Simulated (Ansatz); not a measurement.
**Profile along the Sn–O line in SnO2 (rutile)**

SnO2 (rutile)

```
CELL_PARAMETERS angstrom
      4.75991     0.00000     0.00000
      0.00000     4.75991     0.00000
      0.00000     0.00000     3.20075
ATOMIC_POSITIONS crystal
  Sn 0.00000 0.00000 0.00000
  Sn 0.50000 0.50000 0.50000
  O  0.30591 0.30591 0.00000
  O  0.80591 0.19409 0.50000
  O  0.19409 0.80591 0.50000
  O  0.69409 0.69409 0.00000
```

Fields along a shortest Sn–O line of a (-1 1 0) plane (2.06 Å), from Sn to O, interpolated on the slice's grid (step about 0.2 Å). These are r2SCAN (plane waves to 500 eV, PAW, scalar-relativistic; Ansatz, an electronic-structure program) values and carry that method's errors. k mesh 7×7×10. These are valence fields of a PAW run, semicore shells included where kept as valence: close to a nucleus they are smooth pseudo fields. SnO2 was relaxed with its symmetry unable to fall.

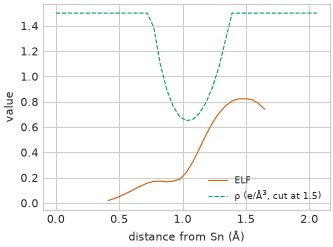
ELF (away from the nuclei) and valence density from Sn to O.

Density on the Sn–O line (2.06 Å) at its midpoint: 0.65 e/Å³. ELF at that point: 0.24. Element round which the density of the highest valence band (whole band, smooth part) is largest on this plane: O.
